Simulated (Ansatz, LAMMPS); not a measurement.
**Localised basis functions on Na+ TFSI- in fluoroethylene carbonate at 400 K (76 atoms)**

Aim: test how closely localised support functions follow the reference on Na+ TFSI- in fluoroethylene carbonate at 400 K (76 atoms), and at what cost. A setting counts as converged where the r.m.s. difference of forces stays under 1 % of the r.m.s. force.

Program: Ansatz 0.2.0. Level of theory: Kohn-Sham DFT, PBEsol, PAW (set soft_2), plane waves. Results are calculated unless marked as measured.

## Step 1: Starting point

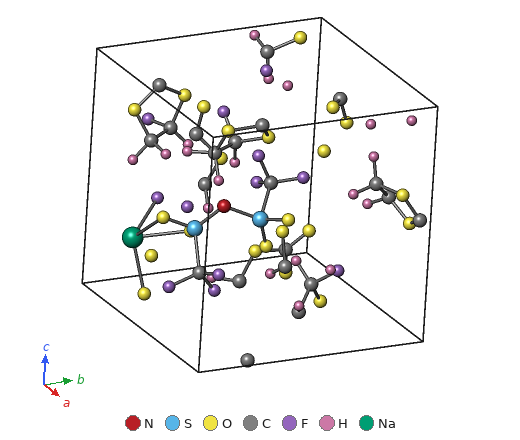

The starting structure, seen slightly off an axis (nitrogen red, sulfur blue, oxygen yellow, carbon grey, fluorine purple, hydrogen pink, sodium teal). Bonds to atoms that aren't drawn are left out. Some periodic images of atoms are drawn too.

The cell holds 76 atoms: 1 N, 2 S, 22 O, 20 C, 12 F, 18 H and 1 Na. Cell: a = 9.953 Å, b = 9.953 Å, c = 9.953 Å, α = 90.0°, β = 90.0°, γ = 90.0°. 6 fluoroethylene carbonate, 1 Na+, 1 TFSI- placed at random, at 1.58 g/cm³; overlaps pushed apart, then 10 ps at 550 K with Joung-Cheatham ions (J. Phys. Chem. B 112, 9020 (2008)); MMFF94 bonds, angles, torsions, charges and radii (Halgren, J. Comput. Chem. 17, 490 (1996)) in harmonic and 12-6 forms; charges of ions scaled by 0.8. Snapshot after 30 ps at 400 K and fixed volume.

Before any run, some limits are plain. The network of contacts between molecules at the start is that of the classical potential that made the cell, and needn't be the one that DFT or experiment would give. The functional has no dispersion term, which matters for the binding between molecules or layers. The density was typed from a rule of thumb and may lie off the real one at this temperature. Only the Γ point is sampled, in a cell whose shortest periodic width is 10 Å.

## Step 2: How the cell was made

A classical potential supplies the starting structure, since it reaches far longer times than DFT.

This step: classical MD, Joung-Cheatham ions (J. Phys. Chem. B 112, 9020 (2008)); MMFF94 bonds, angles, torsions, charges and radii (Halgren, J. Comput. Chem. 17, 490 (1996)) in harmonic and 12-6 forms; charges of ions scaled by 0.8 (LAMMPS 22 Jul 2025 - Update 4).

Input file in.lmp:

```
# Na+ TFSI- in fluoroethylene carbonate
units real
atom_style full
boundary p p p
bond_style harmonic
angle_style harmonic
dihedral_style opls
improper_style harmonic
special_bonds lj 0 0 0.5 coul 0 0 0.75
read_data data.lmp
neigh_modify delay 0 every 1 check yes one 4000
comm_modify cutoff 12.0
timestep 0.5
thermo_style custom step time temp pe press density
thermo_modify norm yes
# push overlapping molecules apart
pair_style soft 2.6
pair_coeff * * 0.0
variable a equal ramp(1,60)
fix ad all adapt 1 pair soft a * * v_a
velocity all create 550 637701 mom yes dist gaussian
fix lim all nve/limit 0.03
fix lan all langevin 550 550 50 637702 zero yes
thermo 1000
run 3000 post no
unfix ad
pair_style lj/cut/coul/long 9.0
pair_modify mix arithmetic tail yes
pair_coeff 1 1 0.0721 3.5530   # N
pair_coeff 2 2 0.2681 3.4180   # S
pair_coeff 3 3 0.0763 3.0960   # O
pair_coeff 4 4 0.0678 3.3680   # C
pair_coeff 5 5 0.0801 2.5590   # F
pair_coeff 6 6 0.0763 3.0430   # O
# [... 22 lines left out ...]
compute msd all msd com yes
thermo 7500
fix md all nvt temp 400 400 100
run 30000 post no
print "== T400: mean square displacement over the hold $(c_msd[4]:%.2f) A^2"
unfix md
uncompute msd
write_dump all custom T400.dump id type xs ys zs modify sort id
```

On the command line:

```bash
$ lmp -in in.lmp -log none -nocite
```

Numbers of over 12 decimals in the logs are rounded to 6 here.

Output:

```text
LAMMPS (22 Jul 2025 - Update 4)
Reading data file ...
  orthogonal box = (0 0 0) to (9.95338 9.95338 9.95338)
  76 atoms
  orthogonal box = (0 0 0) to (9.95338 9.95338 9.95338)
  74 bonds
  127 angles
  138 dihedrals
  6 impropers
WARNING: Bond/angle/dihedral extent > half of periodic box length
   Step          Time           Temp          PotEng         Press         Density
         0   0              550            0.77598534     623.21215      1.5819989
      1000   500            629.76692      1.8567634      3108.7366      1.5819989
      2000   1000           492.47488      2.0351592      19435.386      1.5819989
      3000   1500           496.51906      1.8305242      28046.029      1.5819989
WARNING: Bond/angle/dihedral extent > half of periodic box length
Loop time of 0.168014 s on 1 MPI rank(s) for 3000 steps with 76 atoms
PPPM initialization ...
  G vector (1/distance) = 0.29763767
  grid = 6 6 6
[... 31 lines left out ...]
Loop time of 2.39113 s on 1 MPI rank(s) for 10000 steps with 76 atoms
WARNING: Bond/angle/dihedral extent > half of periodic box length
   Step          Time           Temp          PotEng         Press         Density
[... 4 lines left out ...]
WARNING: Bond/angle/dihedral extent > half of periodic box length
Loop time of 1.17012 s on 1 MPI rank(s) for 5000 steps with 76 atoms
WARNING: Bond/angle/dihedral extent > half of periodic box length
   Step          Time           Temp          PotEng         Press         Density
[... 2 lines left out ...]
     30000   29000          363.35807     -2.0934314      486.48235      1.5819989
     37500   36500          448.39472     -2.182128      -5107.5982      1.5819989
     45000   44000          397.64093     -2.3209685     -3593.9145      1.5819989
     47000   46000          437.22276     -2.0592174     -10166.967      1.5819989
WARNING: Bond/angle/dihedral extent > half of periodic box length
Loop time of 6.9488 s on 1 MPI rank(s) for 30000 steps with 76 atoms
== T400: mean square displacement over the hold 9.75 A^2
```

The job ended after 11 s (1 thread of Arm Neoverse V2, shared host; peak memory 0.12 GiB).

The input also reads data.lmp (atoms, bonds and types; not printed here).

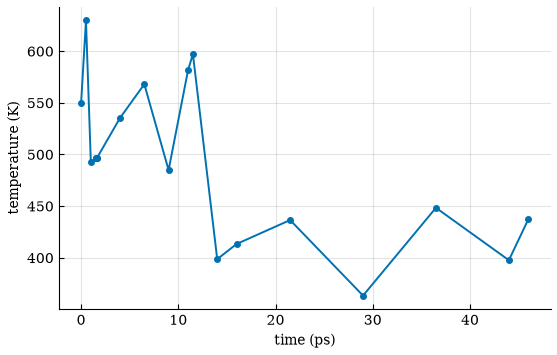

Temperature, plotted against time.

## Step 3: Plane-wave single point

The first run fixes the reference, at a cutoff of 420 eV.

Input file input.yaml:

```yaml
crystal:
  lattice:
    - [9.95338, 0.0, 0.0]
    - [0.0, 9.95338, 0.0]
    - [0.0, 0.0, 9.95338]
  atoms:
    - { symbol: "N", position: [0.5734, 0.30149, 0.50645] }
    - { symbol: S, position: [0.6216, 0.44202, 0.45054] }
    - { symbol: O, position: [0.7553, 0.49497, 0.49153] }
    - { symbol: O, position: [0.58959, 0.49287, 0.3172] }
    - { symbol: C, position: [0.51796, 0.53532, 0.55426] }
    - { symbol: F, position: [0.51695, 0.47335, 0.67683] }
    - { symbol: F, position: [0.56005, 0.65721, 0.57639] }
    - { symbol: F, position: [0.38766, 0.54363, 0.50618] }
    - { symbol: S, position: [0.49912, 0.2164, 0.39447] }
    - { symbol: O, position: [0.469, 0.08834, 0.44692] }
    - { symbol: O, position: [0.37647, 0.26633, 0.33149] }
    - { symbol: C, position: [0.622, 0.18314, 0.25701] }
    - { symbol: F, position: [0.75219, 0.19905, 0.29552] }
    - { symbol: F, position: [0.61115, 0.05612, 0.20957] }
    - { symbol: F, position: [0.60095, 0.26667, 0.16264] }
    - { symbol: F, position: [0.14078, 0.1728, 0.72985] }
    - { symbol: C, position: [0.27459, 0.20227, 0.73924] }
    - { symbol: C, position: [0.35614, 0.07436, 0.73316] }
    - { symbol: O, position: [0.31109, 0.01572, 0.85452] }
    - { symbol: C, position: [0.30985, 0.12128, 0.94459] }
    - { symbol: O, position: [0.32293, 0.10471, 0.06419] }
    - { symbol: O, position: [0.29097, 0.24803, 0.87803] }
    - { symbol: H, position: [0.2948, 0.27475, 0.66725] }
    - { symbol: H, position: [0.46553, 0.08444, 0.7154] }
    - { symbol: H, position: [0.32823, 0.01291, 0.6484] }
    - { symbol: F, position: [0.63839, 0.79592, 0.19177] }
    - { symbol: C, position: [0.56041, 0.72221, 0.11376] }
    - { symbol: C, position: [0.64435, 0.62797, 0.04017] }
    - { symbol: O, position: [0.68464, 0.7022, 0.91654] }
    - { symbol: C, position: [0.57978, 0.78969, 0.90106] }
    - { symbol: O, position: [0.55964, 0.83661, 0.78676] }
    - { symbol: O, position: [0.50289, 0.79952, 0.00992] }
    - { symbol: H, position: [0.48842, 0.68729, 0.19128] }
    - { symbol: H, position: [0.59081, 0.54444, 0.99376] }
    - { symbol: H, position: [0.72234, 0.58497, 0.10136] }
    - { symbol: F, position: [0.32306, 0.59115, 0.95017] }
    - { symbol: C, position: [0.19738, 0.59793, 0.00573] }
    - { symbol: C, position: [0.11306, 0.70447, 0.93594] }
    - { symbol: O, position: [0.15786, 0.82473, 0.99734] }
    - { symbol: C, position: [0.21238, 0.78811, 0.12112] }
    - { symbol: O, position: [0.25485, 0.86494, 0.20686] }
    - { symbol: O, position: [0.21772, 0.64928, 0.13465] }
    - { symbol: H, position: [0.14331, 0.50266, 0.01344] }
    - { symbol: H, position: [0.00345, 0.70256, 0.96558] }
    - { symbol: H, position: [0.1373, 0.70463, 0.83017] }
    - { symbol: F, position: [0.73528, 0.04806, 0.59836] }
    - { symbol: C, position: [0.76957, 0.93178, 0.5364] }
    - { symbol: C, position: [0.83751, 0.83461, 0.63155] }
    - { symbol: O, position: [0.97513, 0.88122, 0.62924] }
    - { symbol: C, position: [0.98621, 0.95939, 0.51651] }
    - { symbol: O, position: [0.10185, 0.99367, 0.47119] }
    - { symbol: O, position: [0.8706, 0.97756, 0.45706] }
    - { symbol: H, position: [0.6859, 0.88401, 0.48253] }
    - { symbol: H, position: [0.84326, 0.73155, 0.60348] }
    - { symbol: H, position: [0.80608, 0.83316, 0.73598] }
    - { symbol: F, position: [0.68111, 0.21428, 0.95983] }
    - { symbol: C, position: [0.78543, 0.21784, 0.86963] }
    - { symbol: C, position: [0.85756, 0.08974, 0.86836] }
    - { symbol: O, position: [0.93476, 0.10154, 0.98911] }
    - { symbol: C, position: [0.95711, 0.24062, 0.00364] }
    - { symbol: O, position: [0.02901, 0.28711, 0.09125] }
    - { symbol: O, position: [0.88023, 0.31382, 0.91439] }
    - { symbol: H, position: [0.74628, 0.24264, 0.7656] }
    - { symbol: H, position: [0.91614, 0.08243, 0.77378] }
    - { symbol: H, position: [0.79088, 0.00181, 0.86122] }
    - { symbol: F, position: [0.08588, 0.267, 0.36119] }
    - { symbol: C, position: [0.98758, 0.36621, 0.39736] }
    - { symbol: C, position: [0.04466, 0.49951, 0.37302] }
    - { symbol: O, position: [0.09999, 0.53369, 0.50008] }
    - { symbol: C, position: [0.04501, 0.44523, 0.59365] }
    - { symbol: O, position: [0.07097, 0.45763, 0.71832] }
    - { symbol: O, position: [0.95906, 0.35998, 0.53688] }
    - { symbol: H, position: [0.90169, 0.34839, 0.33761] }
    - { symbol: H, position: [0.97025, 0.58063, 0.34906] }
    - { symbol: H, position: [0.12295, 0.47727, 0.30405] }
    - { symbol: Na, position: [0.24781, 0.07806, 0.27894] }
kpoints:
  mp_grid: { grid: [1, 1, 1] }
hamiltonian:
  xc: pbesol
scf:
  occupations: { method: gaussian, width: 0.025 }
output:
  forces: true
  stress: true
  populations: intrinsic
  dos:
    method: { smearing: { sigma: 0.15 } }
    de: 0.1
    projected: { site_lists: { C: [C], F: [F], H: [H], "N": ["N"], Na: [Na] } }
  eigenvalues: true
  write_density: true
  write_potential: true
  volumetric_format: npy
```

On the command line:

```bash
$ ansatz run input.yaml --threads 8 --pin off --max-ram 15872MiB --backend cpu --events-out ev --progress --plain --runs-dir out
```

Output:

```text
Engine: ansatz 0.2.0, aarch64-unknown-linux-gnu
Pseudopotentials: kind: paw
Pseudopotential: N, paw, valence charge 5, recommended cutoff 420 eV (normal), N.paw.azcp
Pseudopotential: S, paw, valence charge 6, recommended cutoff 420 eV (normal), S.paw.azcp
Pseudopotential: O, paw, valence charge 6, recommended cutoff 420 eV (normal), O.paw.azcp
Pseudopotential: C, paw, valence charge 4, recommended cutoff 420 eV (normal), C.paw.azcp
Pseudopotential: F, paw, valence charge 7, recommended cutoff 420 eV (normal), F.paw.azcp
Pseudopotential: H, paw, valence charge 1, recommended cutoff 420 eV (normal), H.paw.azcp
Pseudopotential: Na, paw, valence charge 9, recommended cutoff 420 eV (normal), Na.paw.azcp
[... 3 lines on functional and potentials left out ...]
Crystal: 76 atoms, lattice volume = 986.079 Å³
Basis set: ecut = 420 eV, 19309 PW (Γ), exchange–correlation on 144×144×144 points (8 copies of the dense FFT grid, shifted against one another)
Bands: 246, of which v1, the nominal top of the filled ones, is band 170 counted from 1 (169 counted from 0)
Symmetry: 1 space group operations
Space group: P1 (ITA 1), of the structure as read, at distance tolerance 1.0e-4 Å
k-points: 1
[... 21 lines on functional and potentials left out ...]
Initial density: superposition of atomic densities (neutral atoms: chi_scale 0, normalization atom), corrected by the library's trained network
Initial wavefunctions: pseudopotential atomic-orbital guess
Functional: x = pbesol(κ = 0.804, μ = 0.123457), c = pbesol(β = 0.046)
SCF iter   1: F=—  HF=-30760.859234 eV  |F-HF|=—  |Δ(HF+E_count)|=         —  Δρ=8.90e-3  dr2=5.25e-1  ethr=1.77e-3  ⟨swp⟩=6.0  Hψ=1047  notcnv=0  defer=56
preconditioner: auto → Resta (q_TF=auto, 2.285 Å⁻¹)  ε∞=2.5  [insulator: Δε(μ)=5.335 eV  Ē_g=17.518 eV  σ=0.025 eV  W_gap=1.00  n_scr=202 (ndim 8)  ℏωp=21.7 eV  f_vac=0.323  D(μ)=0.00/eV (n_scr^D=0)  ε∞_Penn≈2.5]
SCF iter   2: F=—  HF=-30760.739802 eV  |F-HF|=—  |Δ(HF+E_count)|=   1.19e-1  Δρ=3.55e-3  dr2=9.38e-2  ethr=1.54e-4  ⟨swp⟩=2.0  Hψ=416  notcnv=0  defer=66
SCF iter   3: F=—  HF=-30760.730875 eV  |F-HF|=—  |Δ(HF+E_count)|=   8.93e-3  Δρ=1.67e-3  dr2=2.59e-2  ethr=2.76e-5  ⟨swp⟩=3.0  Hψ=324  notcnv=0  defer=66
SCF iter   4: F=—  HF=-30760.729496 eV  |F-HF|=—  |Δ(HF+E_count)|=   1.38e-3  Δρ=6.44e-4  dr2=4.67e-3  ethr=7.63e-6  ⟨swp⟩=2.0  Hψ=340  notcnv=0  defer=66
SCF iter   5: F=—  HF=-30760.729160 eV  |F-HF|=—  |Δ(HF+E_count)|=   3.36e-4  Δρ=2.86e-4  dr2=9.58e-4  ethr=1.37e-6  ⟨swp⟩=2.0  Hψ=340  notcnv=0  defer=66
SCF iter   6: F=—  HF=-30760.729247 eV  |F-HF|=—  |Δ(HF+E_count)|=   8.71e-5  Δρ=1.13e-4  dr2=1.74e-4  ethr=2.82e-7  ⟨swp⟩=2.0  Hψ=330  notcnv=0  defer=66
SCF iter   7: F=—  HF=-30760.729273 eV  |F-HF|=—  |Δ(HF+E_count)|=   2.61e-5  Δρ=5.62e-5  dr2=3.07e-5  ethr=5.11e-8  ⟨swp⟩=2.0  Hψ=325  notcnv=0  defer=66
SCF iter   8: F=—  HF=-30760.730524 eV  |F-HF|=—  |Δ(HF+E_count)|=   1.25e-3  Δρ=1.92e-5  dr2=3.45e-6  ethr=9.02e-9  ⟨swp⟩=2.0  Hψ=382  notcnv=0  defer=66
SCF iter   9: F=—  HF=-30760.730526 eV  |F-HF|=—  |Δ(HF+E_count)|=   1.56e-6  Δρ=9.95e-6  dr2=8.97e-7  ethr=1.01e-9  ⟨swp⟩=2.0  Hψ=330  notcnv=0  defer=66
SCF iter  10: F=—  HF=-30760.730526 eV  |F-HF|=—  |Δ(HF+E_count)|=   4.77e-8  Δρ=4.00e-6  dr2=1.59e-7  ethr=2.64e-10  ⟨swp⟩=2.0  Hψ=348  notcnv=0  defer=66
SCF iter  11: F=-30760.730526 eV  HF=-30760.730526 eV  |F-HF|=1.54e-9  |Δ(HF+E_count)|=   2.05e-8  Δρ=1.23e-6  dr2=1.78e-8  ethr=2.94e-11  ⟨swp⟩=20.0  Hψ=2041  notcnv=0
SCF 1 converged in 11 iterations: F = -30760.730526 eV  dr2 = 1.78e-8
  greatest PAW one-centre occupation: 0.999 electrons in one spin orbital (limit 2), on the Na atom at site 75 (counted from 0), in its partial waves of l = 0
WARN: The input density's exchange-correlation potential varies sharply where the density is thin. Do not read a vacuum level from v_tot or v_xc, or from such a field of the output density. On a cell that repeats whose density bears no net charge and no dipole along the vacuum's axis use v_es (v_loc + v_h of the components); [...]
SCF converged after 11 iterations
Free energy (F): -30760.730526 eV
Harris-Foulkes:  -30760.730526 eV  (|F-HF|=1.54e-9)
Internal energy: -30760.730526 eV  (E = F + TS)
E sigma→0 (E₀):  -30760.730526 eV
Fermi energy:    1.902720 eV
--- Per-component energies (eV) ---
  E_band       = -3298.064129
  E_kinetic    = 8845.196631
  E_local      = -34655.738946  (includes V_loc(G=0)·N_el)
  E_nonlocal   = 2735.347159
  E_hartree    = 13247.296188
  E_xc         = -3917.755438
  E_vxc        = -4923.137408  (∫ρ·V_xc dr)
  E_paw        = -9138.288068  (= ΣΔE_a)
  E_vpaw       = -1794.378832  (= ΣTr[D̂ρ^β])
  E_aug_tail   = 0.054114  (compensation charges beyond the density's cutoff)
  E_ewald      = -7878.756513
  E_core_change = 1.914347  (= ΣΔE_core)
  E_smearing   = -0.000000  (= −TS)
  E_closure    = -0.000000  (closes the sum)
  Σ components = -30760.730526   (vs F -30760.730526, Δ=0.00e0)
--- Forces (eV/Å), atoms counted from 1 ---
  atom   1  N      0.66591798    -0.51520964    -1.33878506
  atom   2  S      2.84456597     3.69393498    -0.48703658
  atom   3  O     -1.55234091    -1.71152573     0.03492768
  atom   4  O     -0.45450458    -1.31245666    -0.43043247
  atom   5  C     -2.84095748     0.64288604     2.12636140
  atom   6  F     -0.48289923     0.29488435    -0.12893544
  atom   7  F      0.35937639     1.19543201    -0.33014322
  atom   8  F      1.30391480    -0.34267840     0.54549410
  atom   9  S     -1.57742247    -0.20756992    -0.95525900
  atom  10  O      0.30114081    -3.02642430     1.67094505
  atom  11  O      0.97078061     1.38998542    -0.21995516
  atom  12  C      1.13489583    -1.20589176     0.27931449
  atom  13  F     -0.34205407    -0.20740380     0.46621100
  atom  14  F     -0.28725721     0.63198579     0.56246663
[...]
atom  75  H      1.02156820     0.69945940    -1.16896167
  atom  76  Na    -0.27501787     0.08288562     0.24632336
  max |Σ_I F_I| component: 1.06e-4 eV/Å
--- Stress (GPa, compression-positive) ---
        0.579209      -0.039760      -0.211890
       -0.039759       1.987260       0.623637
       -0.211890       0.623637      -0.470873
  P = ⅓ Tr σ = 0.6985 GPa (6.985 kbar)
--- Band table (eV) ---
  k-point 0: bands = ["-49.0065", "-27.8314", "-27.1764", "-25.7784", [... 230 levels ...], "10.3964", "10.5563", "10.6042", "10.6579", "10.7054", "10.7571", "10.8191", "10.8886", "10.9376", "11.0085", "11.1676", "11.2057"]
--- intrinsic populations: 76 sites ---
  site symbol       q [e]
     0      N      6.0218
     1      S      3.9005
     2      O      6.9050
[...]
75     Na      8.2285
  spilling = -0.000000 (of n_electrons = 340.000000)
```

Wall time 5 s (8 threads of Arm Neoverse V2, shared host); peak memory 1.2 GiB; 34 s of CPU time.

Reading the cycles: dr2 is the Hartree energy of the density residual (eV), the measure of convergence; HF is the Harris–Foulkes estimate of the energy, which meets the free energy F at convergence.

The program notes that the exchange-correlation potential is rough where the density is thin.

Read from the output:

```yaml
free_energy: -30760.7305 eV
free_energy_per_atom: -404.7465 eV/atom
scf_cycles: 11
pressure: 0.6985 GPa
r_m_s_force_component: 1.247 eV/Å
longest_force: 6.38 eV/Å
fermi_energy: 1.903 eV
spacing_of_highest_filled_and_lowest_empty_level: 5.189 eV
```

Length of the force by element:

| element | coordination | atoms | mean length of the force (eV/Å) | spread | least | most |
| --- | --- | --- | --- | --- | --- | --- |
| C | all | 20 | 2.15 | 1.54 | 0.235 | 6.38 |
| F | all | 12 | 1.31 | 0.745 | 0.580 | 3.07 |
| H | all | 18 | 1.11 | 0.455 | 0.588 | 2.47 |
| N | all | 1 | 1.58 | 0 | 1.58 | 1.58 |
| Na | all | 1 | 0.378 | 0 | 0.378 | 0.378 |
| O | all | 22 | 2.26 | 0.978 | 0.974 | 4.72 |
| S | all | 2 | 3.27 | 1.42 | 1.86 | 4.69 |

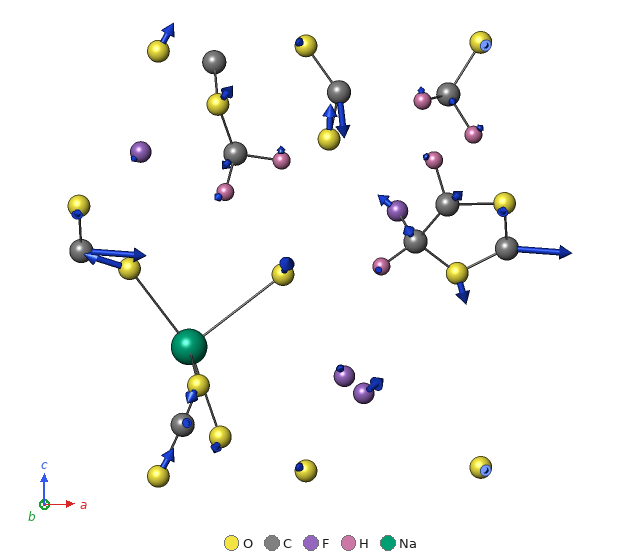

Forces as arrows; the longest in the cell is 6.38 eV/Å. Drawn is a slice 4 Å thick, seen along the normal of the ac plane. Bonds to atoms that aren't drawn are left out.

Intrinsic-atomic-orbital charges by element:

| element | coordination | atoms | mean charge (e) | spread | least | most |
| --- | --- | --- | --- | --- | --- | --- |
| C | all | 20 | 0.284 | 0.333 | -0.201 | 0.653 |
| F | all | 12 | -0.280 | 0.0322 | -0.321 | -0.204 |
| H | all | 18 | 0.219 | 0.0159 | 0.192 | 0.244 |
| N | all | 1 | -1.02 | 0 | -1.02 | -1.02 |
| Na | all | 1 | 0.771 | 0 | 0.771 | 0.771 |
| O | all | 22 | -0.465 | 0.220 | -0.934 | -0.273 |
| S | all | 2 | 2.10 | 0.0051 | 2.10 | 2.11 |

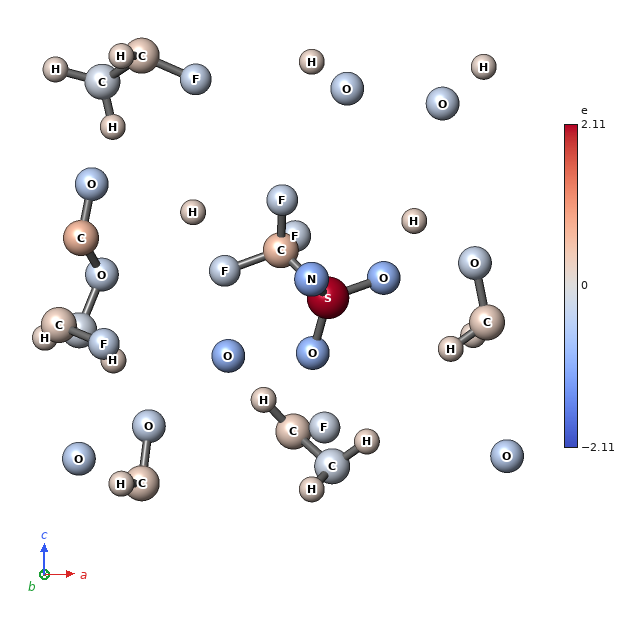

Atoms coloured by intrinsic-atomic-orbital charge. Drawn is a slice 5 Å thick, seen along the normal of the ac plane. Bonds to atoms that aren't drawn are left out.

Density of states as counts of states in windows of 1 eV (from the Fermi level), total and the larger projections:

| from (eV) | to (eV) | total | C p | F p | H s |
| --- | --- | --- | --- | --- | --- |
| -14 | -13 | 5.2 | 1.1 | 0.5 | 0.4 |
| -13 | -12 | 9.8 | 2.1 | 1.2 | 0.7 |
| -12 | -11 | 16.3 | 4.1 | 3.7 | 0.1 |
| -11 | -10 | 17.3 | 4.9 | 6.7 | 0.6 |
| -10 | -9 | 16.0 | 5.1 | 3.3 | 1.2 |
| -9 | -8 | 21.2 | 6.1 | 2.6 | 2.2 |
| -8 | -7 | 32.8 | 6.0 | 11.2 | 1.5 |
| -7 | -6 | 26.1 | 3.5 | 11.2 | 1.1 |
| -6 | -5 | 35.6 | 3.6 | 14.4 | 1.2 |
| -5 | -4 | 27.3 | 4.0 | 6.2 | 1.5 |
| -4 | -3 | 27.4 | 1.7 | 1.7 | 1.0 |
| -3 | -2 | 11.0 | 0.4 | 0.2 | 0.2 |
| -2 | 2 | 0.0 | 0.0 | 0.0 | 0.0 |
| 2 | 3 | 11.7 | 5.1 | 0.1 | 0.4 |
| 3 | 4 | 10.1 | 2.9 | 0.3 | 0.7 |
| 4 | 5 | 18.7 | 5.3 | 0.8 | 2.2 |

Between -26 and -14 eV lie 68 more states.

The stored curve holds about 314 of the 340 electrons; the rest, give or take the few that broadening carries across the Fermi level, lie in deeper levels below its range.

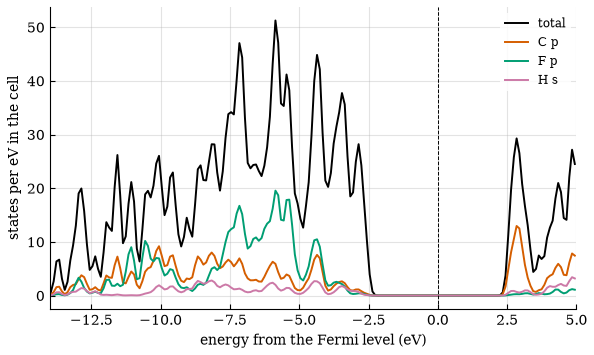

Total and projected density of states, with the broadening of the input.

Not all projections were asked for or kept, so they needn't add up to the total.

(Continued in part 2 of 2.)

[Logs are printed without paths, hosts, clocks, repeated set-up lines and the standing remarks that a program may print on its own settings, such as how far it seeks lower states.]

[Hosts, paths, dates, database ids (printed as entryN), source tags and the programs' standing remarks are cut or masked in the printed files.]

[The MMFF94 radii named for the starting cell were scaled by 0.96; in molecules described by MMFF94, hydrogen bound to N, O or S took a small fixed 12-6 site in their place.]
